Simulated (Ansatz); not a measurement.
**TiNi (Pm-3m): equation of state with a fit, by script**

Where is the equilibrium volume of TiNi (Pm-3m), and how stiff is it? Aim: an equation of state with a fit, for TiNi (Pm-3m), run from a script.

Computed with Ansatz 0.2.0 through its Python package. Level of theory: DFT LDA, plane waves, PAW.

## (1) Starting point

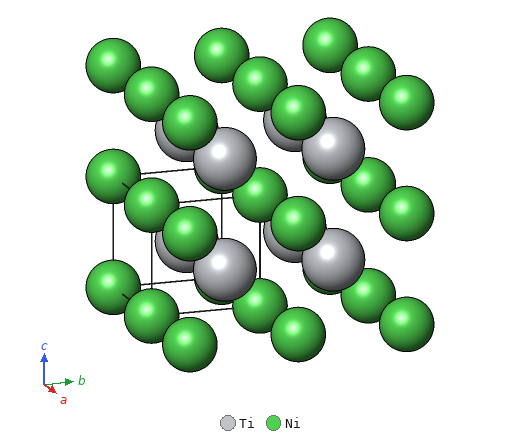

The structure that the script starts from, seen slightly off an axis (titanium light grey, nickel green). 2×2×2 cells are drawn. Atoms on cell faces are repeated.

The script holds or builds the structure itself.

## (2) The script

tini_eos.py reads:

```python
"""Equation of state of TiNi."""

import ansatz as az
import numpy as np

params = {
    "functional": "LDA",
    "smearing": "Fermi-Dirac",
    "sigma": 0.05,
    "mesh": (9, 9, 9),
}

VECTORS = np.array([
    [2.988066, 0.0, 0.0],
    [0.0, 2.988066, 0.0],
    [0.0, 0.0, 2.988066],
])
SITES = [
    ("Ti", [0.5, 0.5, 0.5], 0.0),
    ("Ni", [0.0, 0.0, 0.0], 1.5),
]


def build(cell):
    crystal = az.Crystal(lattice=az.Lattice.of(cell))
    for symbol, position, moment in SITES:
        crystal = crystal.atom(symbol, position, moment=moment or None)
    return crystal

# scale the volume, keep shape and fractions
volumes, energies, pressures = [], [], []
for scale in np.linspace(0.9, 1.1, 9):
    cell = VECTORS * scale ** (1 / 3)
    model = (
        build(cell).calculation()
        .functional(params["functional"])
        .basis(19 * az.Ha)
        .occupations(params["smearing"], width=params["sigma"])
        .spin("collinear")
        .kpoints(*params["mesh"])  # the mesh must be finer for metals
        .stress()  # positive in compression
    )
    data = model.run(threads=1, backend="cpu").report
    volumes.append(abs(np.linalg.det(cell)) / len(SITES))
    energies.append(data["free_energy_ev"] / len(SITES))
    pressures.append(np.trace(data["stress_gpa"]) / 3)
    print(f"V = {volumes[-1]:8.4f} A^3/atom  F = {energies[-1]:.5f} eV/atom  P = {pressures[-1]:8.3f} GPa")

# third-order Birch-Murnaghan: a cubic in V^(-2/3)
x = np.array(volumes) ** (-2 / 3)
poly = np.polynomial.Polynomial.fit(x, energies, 3).convert()
roots = poly.deriv().roots()
x0 = min((r.real for r in roots if abs(r.imag) < 1e-9 and poly.deriv(2)(r.real) > 0), key=lambda r: abs(r - x.mean()))
v0 = x0 ** -1.5
b0 = 4 / 9 * poly.deriv(2)(x0) * v0 ** (-7 / 3) * 160.21766
b1 = 4 + 2 / 3 * x0 * poly.deriv(3)(x0) / poly.deriv(2)(x0)
print(f"V0 = {v0:.4f} A^3/atom, B0 = {b0:.1f} GPa, dB/dP = {b1:.2f}")
```

## (3) What the engine is handed

The package turns the script's settings into the engine's input (first run):

```yaml
crystal:
  lattice:
    - [2.8849460035010055, 0.0, 0.0]
    - [0.0, 2.8849460035010055, 0.0]
    - [0.0, 0.0, 2.8849460035010055]
  atoms:
    - { symbol: Ti, position: [0.5, 0.5, 0.5] }
    - { symbol: Ni, position: [0.0, 0.0, 0.0], spin: 1.5 }
basis:
  ecutwfc: 517.016338673772
kpoints:
  mp_grid:
    grid: [9, 9, 9]
hamiltonian:
  xc: lda
magnetization:
  spin_polarized: true
scf:
  occupations:
    method: fermi_dirac
    width: 0.05
output:
  stress: true
```

## (4) The run

Launch:

```
python tini_eos.py
```

The program printed:

```text
RunWarning: the starting moments were not kept: the SCF closed with an absolute magnetisation of 1.5e-6 μB, where they sum to 1.5 μB in size (1 site). That is at most 0.1 of that sum. Measured as dr2_m measures the in/out step, that magnetisation stands 6.5e-13 eV from none, at or under the dr2_threshold of 1.0e-7 eV: it is no larger than a step whose dr2_m would equal this threshold. The system [...]
V =  12.0056 A^3/atom  F = -4112.20152 eV/atom  P =   11.482 GPa
V =  12.3391 A^3/atom  F = -4112.21888 eV/atom  P =    5.341 GPa
V =  12.6726 A^3/atom  F = -4112.22430 eV/atom  P =   -0.012 GPa
V =  13.0060 A^3/atom  F = -4112.21930 eV/atom  P =   -4.679 GPa
V =  13.3395 A^3/atom  F = -4112.20523 eV/atom  P =   -8.746 GPa
V =  13.6730 A^3/atom  F = -4112.18326 eV/atom  P =  -12.286 GPa
V =  14.0065 A^3/atom  F = -4112.15440 eV/atom  P =  -15.367 GPa
V =  14.3400 A^3/atom  F = -4112.11957 eV/atom  P =  -18.041 GPa
V =  14.6735 A^3/atom  F = -4112.07954 eV/atom  P =  -20.361 GPa
V0 = 12.6713 A^3/atom, B0 = 189.9 GPa, dB/dP = 4.28
```

(Warnings from the package without file and line, shortened, repeats left out.)

Run time: 33 s. Hardware: 1 thread of Arm Neoverse V2, shared host; peak memory 0.44 GiB.

## (5) Inputs of later runs

The engine's inputs for some of the other runs:

Run 2, against run 1:

```diff
@@ -3,3 +3,3 @@
-    - [2.8849460035010055, 0.0, 0.0]
-    - [0.0, 2.8849460035010055, 0.0]
-    - [0.0, 0.0, 2.8849460035010055]
+    - [2.911414876540031, 0.0, 0.0]
+    - [0.0, 2.911414876540031, 0.0]
+    - [0.0, 0.0, 2.911414876540031]
```

Run 5, against run 1:

```diff
@@ -3,3 +3,3 @@
-    - [2.8849460035010055, 0.0, 0.0]
-    - [0.0, 2.8849460035010055, 0.0]
-    - [0.0, 0.0, 2.8849460035010055]
+    - [2.988066, 0.0, 0.0]
+    - [0.0, 2.988066, 0.0]
+    - [0.0, 0.0, 2.988066]
```

Run 8, against run 1:

```diff
@@ -3,3 +3,3 @@
-    - [2.8849460035010055, 0.0, 0.0]
-    - [0.0, 2.8849460035010055, 0.0]
-    - [0.0, 0.0, 2.8849460035010055]
+    - [3.060974234477569, 0.0, 0.0]
+    - [0.0, 3.060974234477569, 0.0]
+    - [0.0, 0.0, 3.060974234477569]
```

Lines on the test bed's own set-up are left out of the output.

## (6) What each run gave

From the records of these 9 runs:

| run | volume (Å³/atom) | energy from run 3 (meV/atom) | pressure (GPa) | SCF cycles | CPU time (s) |
| --- | --- | --- | --- | --- | --- |
| 1 | 12.006 | 22.78 | 11.48 | 13 | 3.3 |
| 2 | 12.339 | 5.42 | 5.34 | 13 | 3.2 |
| 3 | 12.673 | 0.00 | -0.01 | 12 | 3.2 |
| 4 | 13.006 | 4.99 | -4.68 | 13 | 3.3 |
| 5 | 13.340 | 19.06 | -8.75 | 13 | 3.4 |
| 6 | 13.673 | 41.04 | -12.29 | 14 | 3.7 |
| 7 | 14.007 | 69.89 | -15.37 | 13 | 3.8 |
| 8 | 14.340 | 104.73 | -18.04 | 13 | 3.9 |
| 9 | 14.673 | 144.75 | -20.36 | 14 | 3.9 |

Energies are free energies F = E - TS of the smeared occupations. 

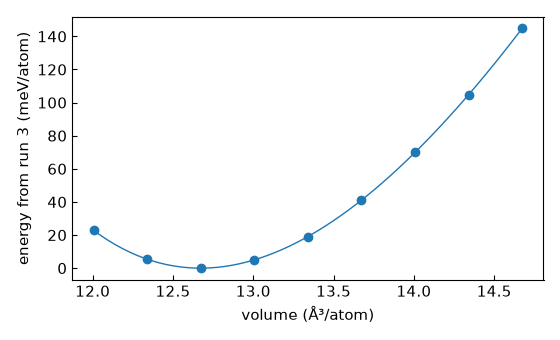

Energy against volume; the line is a third-order Birch-Murnaghan fit.

## (7) Results

| quantity | value |
| --- | --- |
| runs compared | 9 |
| range of energy | 144.75 meV/atom |
| lowest point, volume (Å³/atom) | 12.673 |
| equilibrium volume (fit) | 12.67 Å³/atom |
| bulk modulus (fit) | 190 GPa |

What this shows: A third-order Birch-Murnaghan fit through the 9 points has its minimum at 12.67 Å³ an atom, 5.0 % below the typed cell, with a bulk modulus of 190 GPa and dB/dP = 4.3. From that minimum the energy rises by 22.8 meV an atom on the compressed side and 144.8 meV on the expanded side. The window is off centre, so dB/dP is rough. Caveats:
- The SCF didn't keep the moments it started from (some shrank, vanished or turned); what is printed is the state reached.
- For a metal this k-point mesh is coarse: on a finer one energies can move by several to tens of meV an atom and pressures by half a GPa or more, differences at one mesh by less.
- Pressure is positive in compression.
- At these settings the cell as given stands under about -9 GPa, so it isn't at this functional's equilibrium volume.
- The structure comes from a database of computed cells and needn't be a stable or known phase. The starting moments were not kept in at least one run, so it stands on a weaker or other magnetic state than the one typed.
